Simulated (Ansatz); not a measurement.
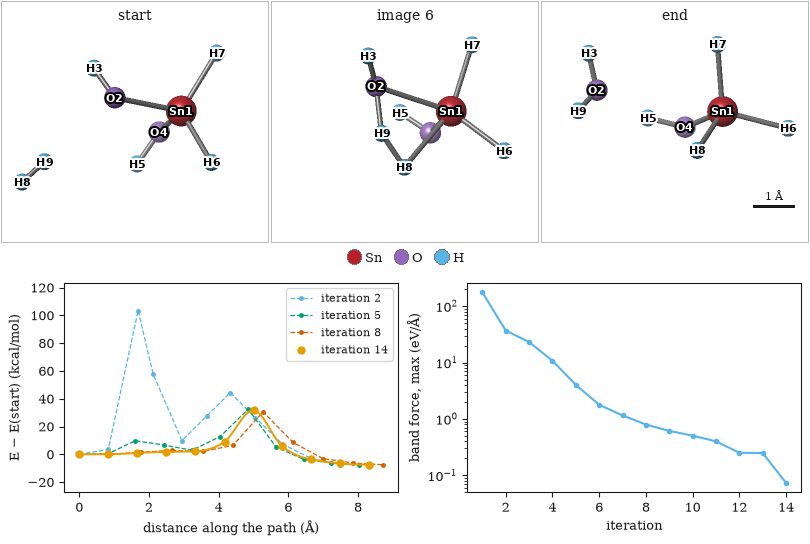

A nudged-elastic-band calculation for SnH₆O₂, made up at the start of SnH$_{4}$O$_{2}$ and H₂. Images are numbered from 0 (start) to 10 (end). The plot follows the band through its iterations. Style: ball-and-stick. Shown from a free direction.

All numbers below come from RKS PBE0-D4/def2-SVP in Ansatz. Settings: 9 movable images; climbing image; force threshold 0.2 eV/Å; iteration limit 60; starting path through a guess of the saddle point.

Q: Did the band converge, and can the barrier be trusted?

A: The run met only a loose threshold, so the barrier can't be trusted yet. The band converged in 14 iterations. The largest component of the band force went from 180 to 0.073 eV/Å. The climbing image converged on the top of the path. Its curvatures weren't checked. The force threshold is so loose that the height of the top is at best an upper bound. The first iteration put the highest image at 566.9 kcal/mol. The energy climbs by 31.7 kcal/mol to image 6 and then falls by 39.2 kcal/mol, so the end point sits at −7.5 kcal/mol.

Limits of the set-up: the start holds two separate molecules, 2.4 Å apart at their closest, whose relative position is a soft coordinate.

The run took 4.4 min on 2 threads of Arm Neoverse V1, on a shared host, peak memory 0.17 GiB.
